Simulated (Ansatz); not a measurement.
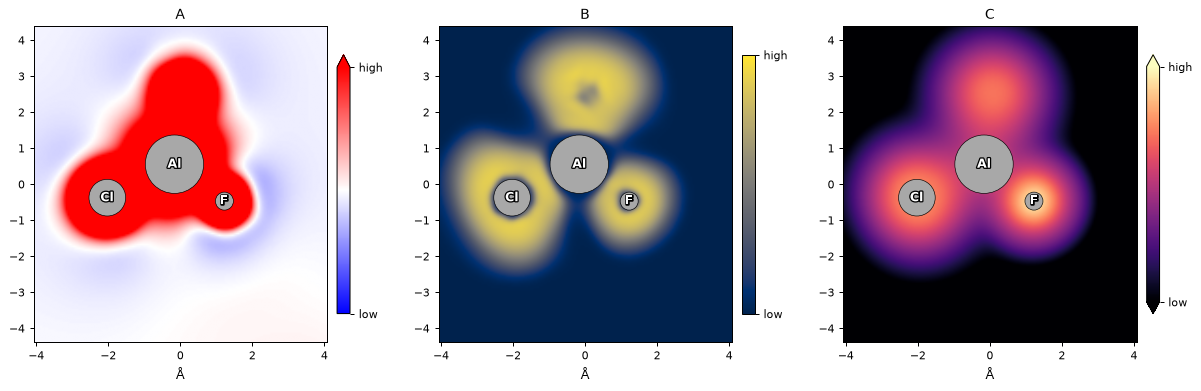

AlCl₂F···NH₃···H₂O: 3 fields on the plane of atoms Cl3, Al1 and F6, with unlabelled colour scales. Grey discs cover the atomic cores.

Not at a stationary point (largest force 1.9 eV/Å).

Computed with Ansatz, RKS PBE0/6-31G*.

```
atom    x (Å)    y (Å)    z (Å)
  Al  -1.2564   0.2503  -1.5734
   N   0.4819  -1.4507   0.4886
  Cl   0.0383  -0.0395  -3.1796
  Cl  -3.0638  -0.7658  -1.4214
   H   0.1903   1.7150   1.1179
   F  -1.0614   1.7003  -0.6614
   H   0.7988  -0.7400   1.1466
   O   0.9263   1.4543   1.6915
   H  -0.0353  -2.1593   0.9967
   H   1.2993  -1.8883   0.0758
   H   1.6820   1.9234   1.3186
```

Question: The panels show electron density, electron localisation function and electrostatic potential in some order. Assign them.

Answer: Panel A: electrostatic potential (strongly positive close to the atoms, with negative regions outside electron-rich atoms). Panel B: electron localisation function. Panel C: electron density. From the grid: Al–F (1.72 Å): ρ at the midpoint is about 0.73 e/Å³; the ELF peaks at about 0.85 in the valence shell of F, 0.6 Å from its nucleus, and is about 0.35 at the midpoint. Al–Cl (2.08 Å): ρ at the midpoint is about 0.76 e/Å³; the ELF peaks at about 0.85 in the valence shell of Cl, 0.9 Å from its nucleus, and is about 0.85 at the midpoint.
